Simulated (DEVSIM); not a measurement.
System: illuminated Si p-on-n cell, one wavelength, at 300 K.

| layer (left to right) | material | thickness (μm) | Nd (cm⁻³) | Na (cm⁻³) | τn (s) | τp (s) | absorption coefficient (cm⁻¹) |
|---|---|---|---|---|---|---|---|
| 1 | Si | 0.550 | - | 7.4e18 | 8.5e-5 | 1.4e-5 | 380 |
| 2 | Si | 140 | 7.8e16 | - | 0.00057 | 0.00057 | 380 |

Left contact: ohmic, minority electron recombination velocity 40 cm/s. Right contact: ohmic, minority hole recombination velocity 3e6 cm/s. Voltage is applied to the left contact. Recombination: SRH at mid-gap, radiative, Auger. Gap narrowing is on: ΔEg = 6.92 meV × (l + √(l² + 0.5)), l = ln(N/1.3e17 cm⁻³), shared equally by both band edges. Light enters at the left, 3.3e16 photons cm⁻² s⁻¹, one pass, no reflection. Mobility is μmin + (μ − μmin)/(1 + (N/Nref)^α).

This is a model device: material constants are rounded textbook-type values typed into the input, and sizes, dopings and lifetimes were drawn at random. Values at 300 K.

```csv
parameter,Si
gap (eV),1.124
affinity (eV),4.05
permittivity,11.7
Nc (cm⁻³),2.86e19
Nv (cm⁻³),3.1e19
μn (cm²/Vs),1417
μp (cm²/Vs),470
"μn,min",52
"μp,min",45
"Nref,n",9.7e16
"Nref,p",2.2e17
αn,0.68
αp,0.72
B (cm³/s),4.7e-15
Cn (cm⁶/s),2.8e-31
Cp (cm⁶/s),9.9e-32
```

DEVSIM, 1D drift-diffusion, Boltzmann statistics, complete ionisation; no tunnelling, impact ionisation, image-force lowering or self-heating.

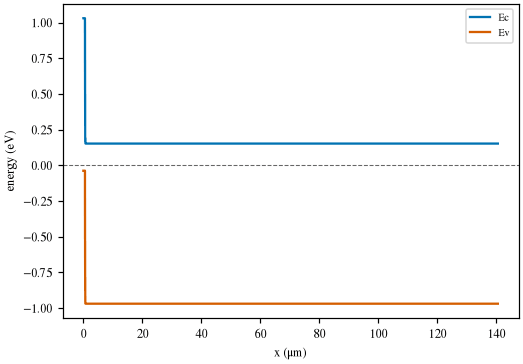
Fig. 1. Band edges at zero bias, in the dark

Energies count from the Fermi level of the right contact; mesh points crowd at the junctions.

```
x (μm)   Ec (eV)  Ev (eV)  n (cm⁻³)  p (cm⁻³)  field (V/cm)
-------  -------  -------  --------  --------  ------------
0.000      1.031   -0.037       140    7.4e18           ≈ 0
0.03568    1.031   -0.037       140    7.4e18           ≈ 0
0.1196     1.031   -0.037       140    7.4e18           ≈ 0
0.2966     1.031   -0.037       140    7.4e18           ≈ 0
0.4880     1.031   -0.037       140    7.4e18           ≈ 0
0.5388     1.031   -0.037       140    7.4e18          -200
0.5652     0.818   -0.303    510000    2.5e14       -120000
0.6648     0.172   -0.950    3.7e16      3400        -12000
0.8667     0.153   -0.969    7.8e16      1600           ≈ 0
1.397      0.153   -0.969    7.8e16      1600           ≈ 0
2.752      0.153   -0.969    7.8e16      1600           ≈ 0
8.099      0.153   -0.969    7.8e16      1600           ≈ 0
19.88      0.153   -0.969    7.8e16      1600           ≈ 0
50.01      0.153   -0.969    7.8e16      1600           ≈ 0
110.8      0.153   -0.969    7.8e16      1600           ≈ 0
128.9      0.153   -0.969    7.8e16      1600           ≈ 0
136.0      0.153   -0.969    7.8e16      1600           ≈ 0
138.8      0.153   -0.969    7.8e16      1600           ≈ 0
140.1      0.153   -0.969    7.8e16      1600           ≈ 0
140.4      0.153   -0.969    7.8e16      1600           ≈ 0
140.5      0.153   -0.969    7.8e16      1600           ≈ 0
140.6      0.153   -0.969    7.8e16      1600           ≈ 0
```
